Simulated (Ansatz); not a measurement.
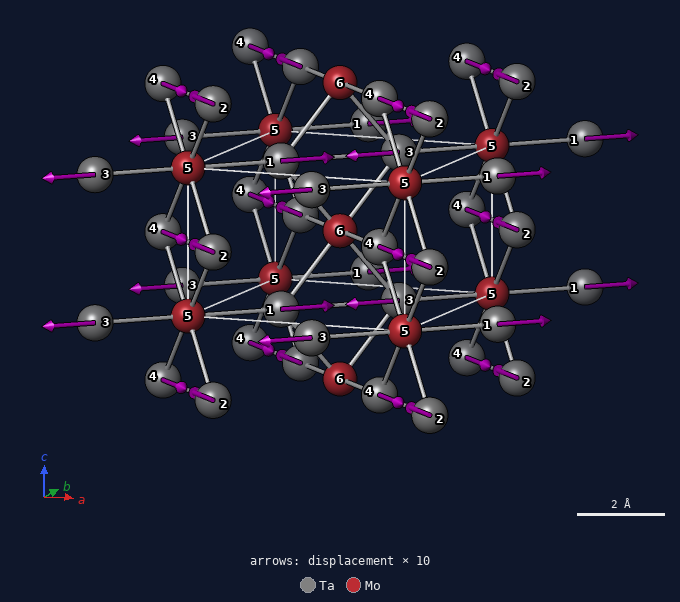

A relaxation of crystalline Ta2Mo (built on the rutile_136 type) (coarse preliminary run). The starting structure is drawn; purple arrows show the displacements (the part carried along by the change of the cell is left out), magnified 10 times.

Style: ball-and-stick. Shown: the cell of the calculation, slightly off an axis.

Case: rutile type (P4_2/mnm, No. 136).

Theory: Ansatz, DFT PBE, scalar-relativistic, plane waves, PAW. (plane-wave cutoff 420 eV; k-point mesh 4 × 4 × 6; occupations gaussian; smearing width 0.1 eV; no spin polarisation; cell and atoms relaxed; force threshold 0.04 eV/Å; at most 70 steps)

Question: Atoms of which element are displaced furthest, and by how much?

Answer: Tantalum: up to 0.14 Å, against 0.00 Å for molybdenum.

Question: Describe the change and its energy.

Answer: Over 9 accepted moves (13 points after the start) the energy falls by 5.894 eV per cell of the calculation. The largest force component goes from 1.7 to 0.00014 eV/Å. Pressure: 62.88 GPa at the start and −0.03 GPa at the end. The line search rejected the trial steps at points 6, 7 of the run. At 2 points the geometry stayed and the basis and grid were re-selected for the new cell (energy shift of 0.113 eV per cell of the calculation at most each time). The largest moves relative to the cell, 0.14 Å, are those of Ta1, Ta2, Ta3 and Ta4. Ta1 goes along [1 1 0]. Mo stays in place. The volume changes by +27.9 %, with a = b 5.414 → 5.385 Å (−0.5 %), c 3.487 → 4.509 Å (+29.3 %). Among the contacts that change: Ta1–Mo6 2.291 → 2.623 Å, Ta1–Ta2 3.277 → 3.601 Å, Ta1–Ta3 2.971 → 2.682 Å, Ta1–Mo5 2.343 → 2.467 Å. Among the angles between lasting bonds that change: Ta1–Mo6–Ta1 99.1° → 118.5°, Ta1–Mo6–Ta3 80.9° → 61.5°, Mo5–Ta2–Mo5 99.1° → 118.5°. The space group stays P4_2/mnm (No. 136). The run took 120 s on 1 thread of Arm Neoverse V1, with other jobs on the host, peak memory 0.44 GiB.
